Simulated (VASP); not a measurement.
Band structure of MgI2 (1T layered). Level of theory: r2SCAN meta-GGA with spin-orbit coupling, VASP's PBE PAW potentials (set 64) (plane waves; VASP).

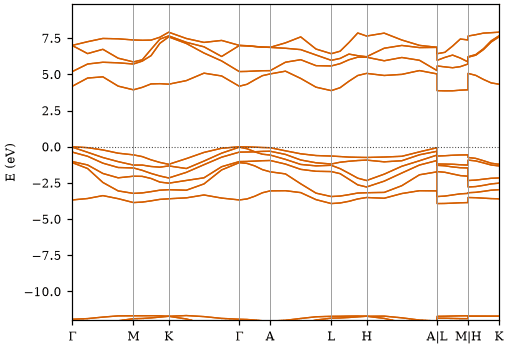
Bands along high-symmetry lines, zero at the valence-band maximum or, without a gap, the Fermi level

Problem. Read the plot: is there a gap, and where are the band edges?

Solution. The gap is indirect, 3.86 eV, from the valence maximum at Γ to the conduction minimum at (0.50, 0.00, 0.33).

The compound is MgI2 in the 1T layered structure. It was relaxed first, which changed the volume by +6 %.
